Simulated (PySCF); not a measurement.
**C3H5S2, doublet, SMILES `[CH]1CSCS1`: what the electrons do**

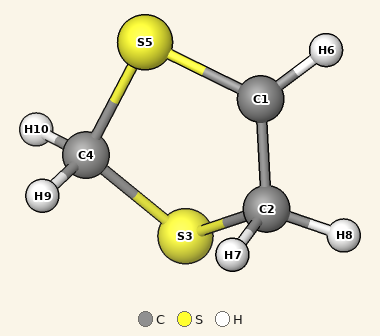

The molecule, with its atoms numbered as below. No frequency check shows the geometry to be a minimum.

Cartesian coordinates (Å):

```
C1       0.7152    1.2442    0.1074
C2      -0.6697    1.2698   -0.3481
S3      -1.4617   -0.3154    0.2422
C4      -0.0128   -1.2457   -0.3018
S5       1.5026   -0.2706    0.0772
H6       1.1713    2.0259    0.6811
H7      -0.7727    1.2358   -1.4369
H8      -1.2374    2.1070    0.0505
H9      -0.0513   -1.4106   -1.3782
H10      0.0400   -2.1915    0.2296
```

### 1. Bonding charge

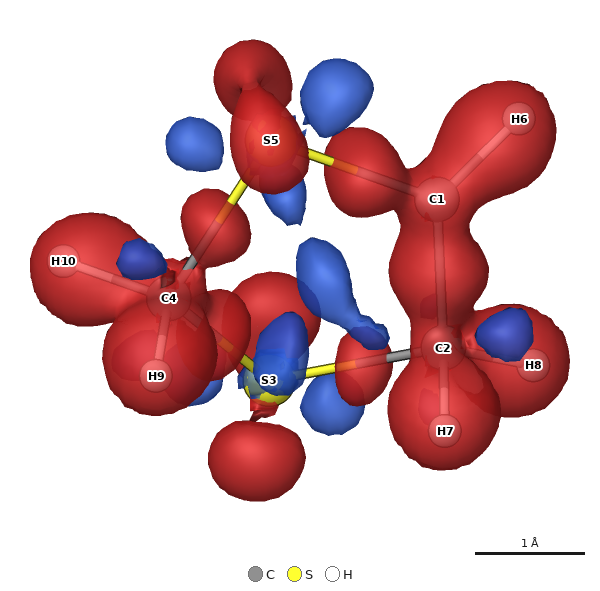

Deformation density (molecule less spherical, spin-averaged free atoms at the same positions), surfaces at ±0.1 e/Å³; red: gain, blue: loss.

Level of theory: PBE0/6-31G* (PySCF), at a geometry from GFN2-xTB. The stability of the open-shell solution wasn't checked. GFN2-xTB doesn't know the spin state, so this open-shell geometry is rough.

**How much density has each bond gained at its critical point, relative to the free atoms?**

The five largest and four smallest: C4–H9: +0.69 e/Å³ at the bond critical point (bond length 1.09 Å, Mayer order 0.9). C4–H10: +0.68 e/Å³ at the bond critical point (bond length 1.09 Å, Mayer order 0.9). C1–H6: +0.68 e/Å³ at the bond critical point (bond length 1.07 Å, Mayer order 0.9). C2–H8: +0.66 e/Å³ at the bond critical point (bond length 1.09 Å, Mayer order 0.9). C2–H7: +0.65 e/Å³ at the bond critical point (bond length 1.09 Å, Mayer order 0.9). C1–S5: +0.31 e/Å³ at the bond critical point (bond length 1.71 Å, Mayer order 1.2). S3–C4: +0.24 e/Å³ at the bond critical point (bond length 1.81 Å, Mayer order 1.0). C4–S5: +0.23 e/Å³ at the bond critical point (bond length 1.84 Å, Mayer order 0.9). C2–S3: +0.21 e/Å³ at the bond critical point (bond length 1.87 Å, Mayer order 0.9). In all, 2.2 electrons gather in the regions of gain relative to the promolecule.

### 2. Bond critical points

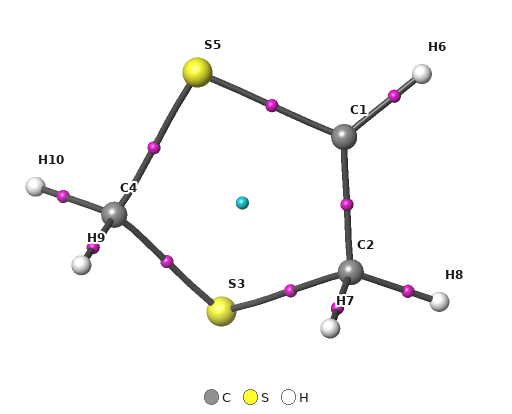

Molecular graph of the electron density (QTAIM): bond paths, bond critical points (magenta), ring points (cyan, if any); weak paths are dashed.

**How many critical points of each kind are there, and does the count close?**

10 nuclei, 10 bond, 1 ring and 0 cage critical points: 10 − 10 + 1 − 0 = 1, as the Poincaré–Hopf relation requires.

**What does the calculation give at each kind of bond critical point?**

| bond | length (Å) | ρ (a.u.) | ∇²ρ (a.u.) | ε | H (a.u.) |
| --- | --- | --- | --- | --- | --- |
| C1–H6 | 1.072 | 0.282 | −1.01 | 0.05 | −0.292 |
| C4–H10 | 1.086 | 0.278 | −0.99 | 0.01 | −0.282 |
| C4–H9 | 1.090 | 0.278 | −0.98 | 0.02 | −0.280 |
| C2–H8 | 1.087 | 0.276 | −0.97 | 0.01 | −0.277 |
| C1–C2 | 1.458 | 0.275 | −0.68 | 0.09 | −0.245 |
| C2–H7 | 1.094 | 0.273 | −0.93 | 0.01 | −0.270 |
| C1–S5 | 1.707 | 0.218 | −0.46 | 0.25 | −0.186 |
| S3–C4 | 1.806 | 0.183 | −0.31 | 0.11 | −0.131 |
| C4–S5 | 1.841 | 0.172 | −0.26 | 0.08 | −0.112 |
| C2–S3 | 1.868 | 0.163 | −0.22 | 0.09 | −0.100 |

**What kind of interaction is C4–S5?**

Shared-shell (covalent): ρ = 0.172, ∇²ρ = −0.26, H = −0.112 a.u.

### 3. Local ionisation energy

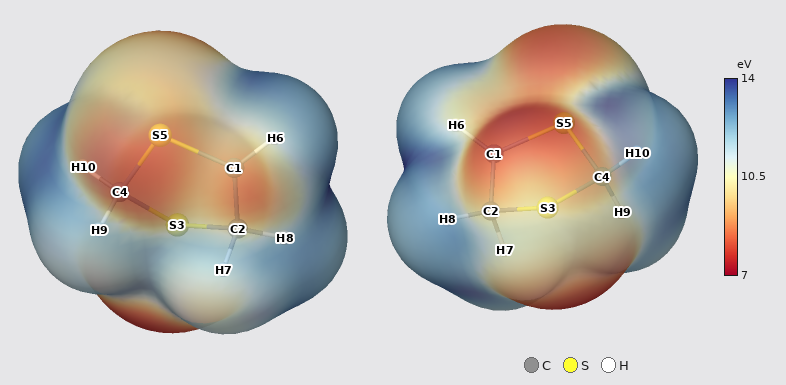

Average local ionisation energy on the surface of electron density 0.001 a.u. (back view left, front view right).

**Where are the most loosely bound electrons on this surface?**

The lowest value is 7.5 eV, 2.3 Å from S3. Further minima include 7.6 eV, 2.3 Å from S3; 8.0 eV, 2.3 Å from S5; 8.5 eV, over C1, off the plane of its three bonds (2.0 Å). For comparison, the highest occupied orbital lies at −5.0 eV.

### 4. Spin density

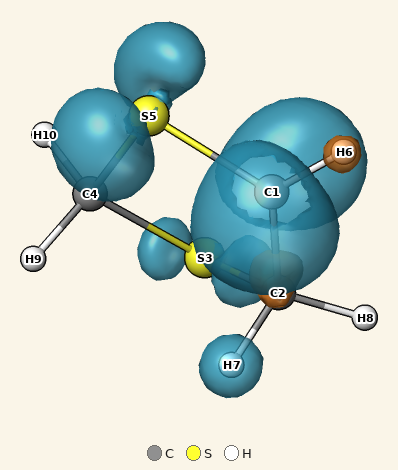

Spin density ρα − ρβ at ±0.03 e/Å³ (light blue: excess α, orange: excess β).

**Where is the unpaired spin?**

Hirshfeld spin populations: C1 +0.58, S5 +0.21, S3 +0.08 and H6 +0.04. ⟨S²⟩ = 0.76, against 0.75 for a pure state. The picture also shows regions of β spin from spin polarisation; the Hirshfeld sums, whose atoms overlap, net them against the α spin of neighbours.

### 5. In an electric field

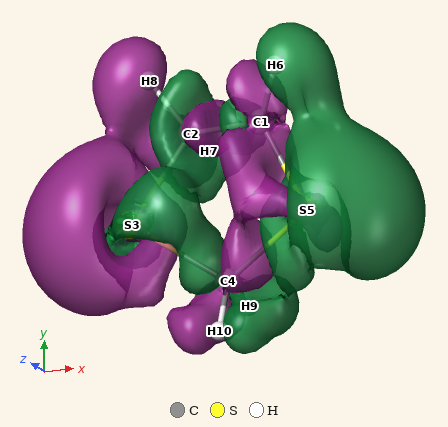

Change of the electron density in a uniform field of 0.26 V/Å, surfaces at ±0.0015 e/Å³ (green: gain, purple: loss).

Computed with PySCF, PBE0/def2-SVPD, geometry: GFN2-xTB. The stability of the open-shell solution wasn't checked. GFN2-xTB doesn't know the spin state, so this open-shell geometry is rough.

**Along which Cartesian direction does the field point?**

Along −x: electrons gather on the +x side, against the field.

**How large is the response?**

The induced dipole is 1.08 D (along the field); α along this axis, from the fields in both directions, is 85 bohr³ (12.7 Å³).

**Which atoms gain and lose the most charge?**

Electrons gather most on S5 (Hirshfeld charge changes by −0.036 e) and leave S3 most (+0.033 e); 0.079 electrons are displaced in all.

### 6. Removing or adding an electron

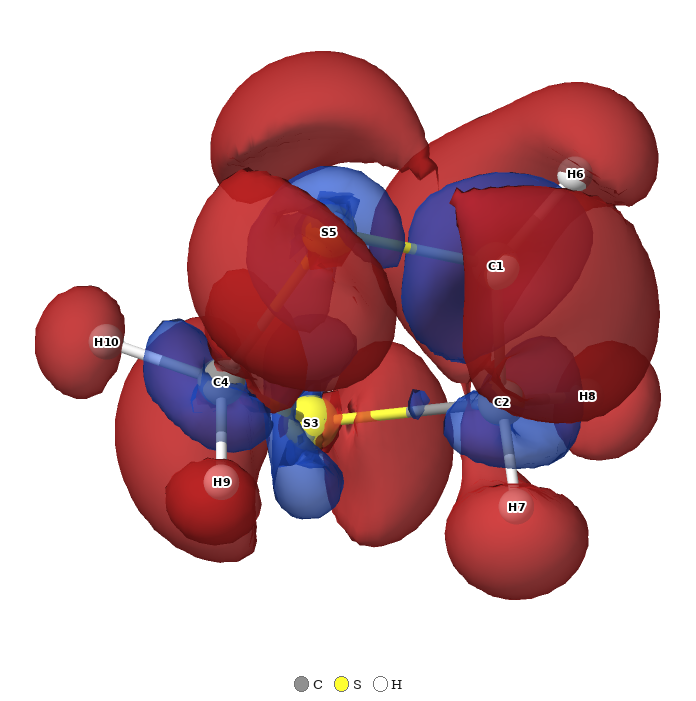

Fukui function f⁺ = ρ(N+1) − ρ(N) at fixed geometry, surfaces at ±0.015 e/Å³ (red positive, blue negative).

Method: PBE/6-31G*; geometry: GFN2-xTB; program: PySCF. GFN2-xTB doesn't know the spin state, so this open-shell geometry is rough.

**On which atoms does the density change most on addition of an electron?**

f⁺ (Hirshfeld-condensed) is largest on S5 (0.24), S3 (0.22) and C1 (0.20); the vertical electron affinity is −0.35 eV (to the singlet anion, which needn't be its lowest state; negative, but this basis has no diffuse functions, so it doesn't show that the anion is unbound). Condensed values hint at sites of nucleophilic attack but needn't mark the atom that reacts. Shares this close don't rank the sites. Orbital relaxation makes it negative in places (0.18 e in all).

| atom | f⁺ | charge |
| --- | --- | --- |
| C1 | +0.20 | −0.08 |
| C2 | +0.05 | −0.05 |
| S3 | +0.22 | −0.07 |
| C4 | +0.04 | −0.05 |
| S5 | +0.24 | +0.01 |
| H6 | +0.08 | +0.05 |
| H7 | +0.05 | +0.04 |
| H8 | +0.04 | +0.06 |
| H9 | +0.04 | +0.04 |
| H10 | +0.04 | +0.06 |

The PySCF runs shown took 33 s, 2.2 min and 100 s on 1 thread of Intel(R) Xeon(R) Processor @ 2.50GHz (Skylake/Cascade Lake) (shared host).
